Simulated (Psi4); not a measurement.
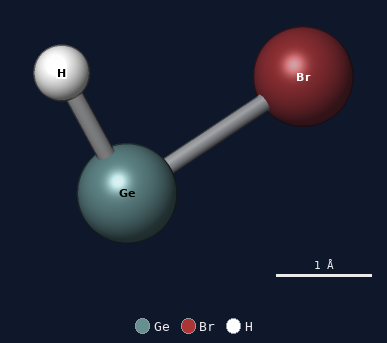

*The input geometry (ball-and-stick view, seen at a tilt). Sticks mark near contacts.*

# Single-point calculation, with input and output: GeHBr

System: GeHBr.
Method: r2SCAN/def2-SVPD, RKS (Psi4 1.11).

The geometry comes from this level: PBE0-D4/def2-TZVP.

The input (input.inp)
```
memory 1600 mb

molecule {
  0 1
  Ge     0.359400    -0.859900     0.094000
  Br     0.673600     1.417200     0.525900
  H     -1.044000    -0.622200    -0.633200
  units angstrom
  symmetry c1
}

set basis def2-SVPD
set scf_type df
set guess huckel

E, wfn = energy("r2scan", return_wfn=True)
```

Launch command:
```bash
psi4 input.inp input.out -n 1
```

Log
```
Psi4 1.11 release

   => Loading Basis Set <=

    Name: DEF2-SVPD
    Role: ORBITAL
    Keyword: BASIS

         ---------------------------------------------------------
                                   SCF
                              RKS Reference
                        1 Threads,   1525 MiB Core
         ---------------------------------------------------------

  ==> Geometry <==

    Molecular point group: c1
    Full point group: Cs

    Geometry (in Angstrom), charge = 0, multiplicity = 1:

       Center              X                  Y                   Z               Mass
    ------------   -----------------  -----------------  -----------------  -----------------
         GE          -0.236524825064    -1.175663694947    -0.000000000000    73.921177761000
         BR           0.244751338300     1.113182502283     0.000000000000    78.918337600000
         H           -1.816957355676    -0.936737542788    -0.000000000000     1.007825032230

  Running in c1 symmetry.

  Rotational constants: A =      6.66600  B =      0.08008  C =      0.07913 [cm^-1]
  Rotational constants: A = 199841.51890  B =   2400.71439  C =   2372.21674 [MHz]
  Nuclear repulsion =  270.365367667591897

  Charge       = 0
  Multiplicity = 1
  Electrons    = 68
  Nalpha       = 34
  Nbeta        = 34

  ==> Algorithm <==

  SCF Algorithm Type is DF.
  DIIS enabled.
  MOM disabled.
  Fractional occupation disabled.
  Guess Type is HUCKEL.
  Energy threshold   = 1.00e-06
  Density threshold  = 1.00e-06
  Integral threshold = 1.00e-12

  ==> Primary Basis <==

  Basis Set: DEF2-SVPD
    Blend: DEF2-SVPD
    Number of shells: 33
    Number of basis functions: 87
    Number of Cartesian functions: 95
    Spherical Harmonics?: true
    Max angular momentum: 2

  ==> DFT Potential <==

   => LibXC <=

    Version 7.1.2

   => Composite Functional: R2SCAN <=

    r2SCAN Meta-GGA XC Functional  (0.1021/acs.jpclett.0c02405)

    Deriv               =              1
    GGA                 =           TRUE
    Meta                =           TRUE

    Exchange Hybrid     =          FALSE
    MP2 Hybrid          =          FALSE

   => Exchange Functionals <=

    1.0000   XC_MGGA_X_R2SCAN

   => Correlation Functionals <=

    1.0000   XC_MGGA_C_R2SCAN

   => LibXC Density Thresholds  <==

    XC_MGGA_C_R2SCAN:  1.00E-15
    XC_MGGA_X_R2SCAN:  1.00E-11

   => Molecular Quadrature <=

    Radial Scheme          =       TREUTLER
    Pruning Scheme         =           NONE
    Nuclear Scheme         =       TREUTLER

    Blocking Scheme        =         OCTREE
    BS radius alpha        =              1
    Pruning alpha          =              1
    Radial Points          =             75
    Spherical Points       =            302
    Total Points           =          65638
    Total Blocks           =            563
    Max Points             =            256
    Max Functions          =             82
    Weights Tolerance      =       1.00E-15

   => Loading Basis Set <=

    Name: (DEF2-SVPD AUX)
    Role: JKFIT
    Keyword: DF_BASIS_SCF

  ==> Integral Setup <==

  DFHelper Memory: AOs need 0.034 GiB; user supplied 0.802 GiB.
  SCF_SUBTYPE=INCORE selected. In-core MEM_DF algorithm will be used.
  Using in-core AOs.

  ==> MemDFJK: Density-Fitted J/K Matrices <==

    J tasked:                   Yes
    K tasked:                    No
    wK tasked:                   No
    Memory [MiB]:               821
    Algorithm:                 Core
    Schwarz Cutoff:           1E-12
    Mask sparsity (%):       2.4310
    Fitting Condition:        1E-10

   => Auxiliary Basis Set <=

  Basis Set: (DEF2-SVPD AUX)
    Blend: DEF2-UNIVERSAL-JKFIT
    Number of shells: 126
    Number of basis functions: 550
    Number of Cartesian functions: 762
    Spherical Harmonics?: true
    Max angular momentum: 5

  Cached 100.0% of DFT collocation blocks in 0.315 [GiB].

  Minimum eigenvalue in the overlap matrix is 2.2568073943E-03.
  Reciprocal condition number of the overlap matrix is 4.4008191362E-04.
    Using symmetric orthogonalization.

  ==> Pre-Iterations <==

   -------------------------------------------------------
    Irrep   Nso     Nmo     Nalpha   Nbeta   Ndocc  Nsocc
   -------------------------------------------------------
     A         87      87      34      34      34       0
   -------------------------------------------------------
    Total      87      87      34      34      34       0
   -------------------------------------------------------

  ==> Iterations <==

                           Total Energy        Delta E     RMS |[F,P]|

   @DF-RKS iter   1: -4650.60735464786831   -4.65061e+03   1.93759e-02 ADIIS/DIIS
   @DF-RKS iter   2: -4650.32266744722983    2.84687e-01   2.24661e-02 ADIIS/DIIS
   @DF-RKS iter   3: -4651.16352688721690   -8.40859e-01   2.77684e-03 ADIIS/DIIS
   @DF-RKS iter   4: -4651.16725790782402   -3.73102e-03   1.84010e-03 ADIIS/DIIS
   @DF-RKS iter   5: -4651.18755704517298   -2.02991e-02   5.02743e-04 ADIIS/DIIS
   @DF-RKS iter   6: -4651.18850735357137   -9.50308e-04   6.58480e-05 DIIS
   @DF-RKS iter   7: -4651.18852207353120   -1.47200e-05   2.32777e-05 DIIS
   @DF-RKS iter   8: -4651.18852489971414   -2.82618e-06   2.44908e-06 DIIS
   @DF-RKS iter   9: -4651.18852494209750   -4.23834e-08   6.13531e-07 DIIS
  Energy and wave function converged.

  ==> Post-Iterations <==

   Electrons on quadrature grid:
      Ntotal   =   68.0000033155 ; deviation = 3.316e-06

    Orbital Energies [Eh]
    ---------------------

    Doubly Occupied:

       1A   -482.161852     2A   -398.143176     3A    -62.275492
       4A    -56.070850     5A    -56.069788     6A    -56.068654
       7A    -49.611330     8A    -44.115381     9A    -44.113579
      10A    -44.111737    11A     -8.631221    12A     -6.436245
      13A     -6.431631    14A     -6.427446    15A     -6.193871
      16A     -4.353475    17A     -4.347007    18A     -4.339482
      19A     -2.534581    20A     -2.533813    21A     -2.530796
      22A     -2.527323    23A     -2.526877    24A     -1.162500
      25A     -1.161122    26A     -1.155315    27A     -1.151963
      28A     -1.150356    29A     -0.737645    30A     -0.490623
      31A     -0.331212    32A     -0.295061    33A     -0.290860
      34A     -0.231749

    Virtual:

      35A     -0.142580    36A     -0.042676    37A      0.012631
      38A      0.052907    39A      0.080371    40A      0.085455
      41A      0.087745    42A      0.096310    43A      0.112842
      44A      0.129304    45A      0.133643    46A      0.170069
      47A      0.194627    48A      0.198064    49A      0.203173
      50A      0.231994    51A      0.244465    52A      0.267346
      53A      0.294456    54A      0.307650    55A      0.362071
      56A      0.374509    57A      0.434063    58A      0.508824
      59A      0.518876    60A      0.520829    61A      0.531959
      62A      0.545021    63A      0.610818    64A      0.635275
      65A      0.694720    66A      0.725822    67A      0.733820
      68A      0.749745    69A      0.770052    70A      0.803275
      71A      0.820501    72A      0.880685    73A      0.961077
      74A      1.136521    75A      1.722341    76A      1.767229
      77A      1.942933    78A      2.454746    79A      2.465373
      80A      2.500554    81A      2.521618    82A      2.646326
      83A      3.579354    84A      3.582565    85A      3.596754
      86A      3.619246    87A      3.720597

    Final Occupation by Irrep:
              A
    DOCC [    34 ]
    NA   [    34 ]
    NB   [    34 ]

  @DF-RKS Final Energy: -4651.18852494209750

   => Energetics <=

    Nuclear Repulsion Energy =            270.3653676675918973
    One-Electron Energy =               -7016.3530168975403285
    Two-Electron Energy =                2265.5148987419879631
    DFT Exchange-Correlation Energy =    -170.7157744541368629
    Empirical Dispersion Energy =           0.0000000000000000
    VV10 Nonlocal Energy =                  0.0000000000000000
    Total Energy =                      -4651.1885249420975015

Computation Completed

Properties will be evaluated at   0.000000,   0.000000,   0.000000 [a0]

Properties computed using the SCF density matrix

 Multipole Moments:

 ------------------------------------------------------------------------------------
     Multipole            Electronic (a.u.)      Nuclear  (a.u.)        Total (a.u.)
 ------------------------------------------------------------------------------------

 L = 1.  Multiply by 2.5417464519 to convert [e a0] to [Debye]
 Dipole X            :          1.3967768           -1.5485454           -0.1517686
 Dipole Y            :         -1.3660641            0.7623378           -0.6037263
 Dipole Z            :         -0.0000000           -0.0000000           -0.0000000
 Magnitude           :                                                    0.6225104

 ------------------------------------------------------------------------------------

	total time  =          6 seconds =       0.10 minutes

    Psi4 run time: 0:00:06.06
```

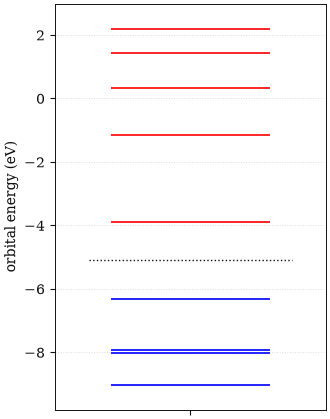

*Orbital energies near the frontier; the dotted line parts filled from empty levels, and levels within 0.02 eV of each other stand side by side.*

Highest filled −6.31 eV, lowest empty −3.88 eV, 2.43 eV apart.

Results in brief

| quantity | value |
| --- | --- |
| outcome | converged |
| total energy | −4651.188525 hartree |
| basis functions | 87 |
| HOMO | −6.31 eV |
| LUMO | −3.88 eV |
| dipole moment | 1.58 D |
| hardware | 1 thread of Intel Xeon @ 2.50GHz (Skylake/Cascade Lake), 12 GiB of memory available, shared host |
| wall time | 7.8 s |
| peak memory | 0.57 GiB |
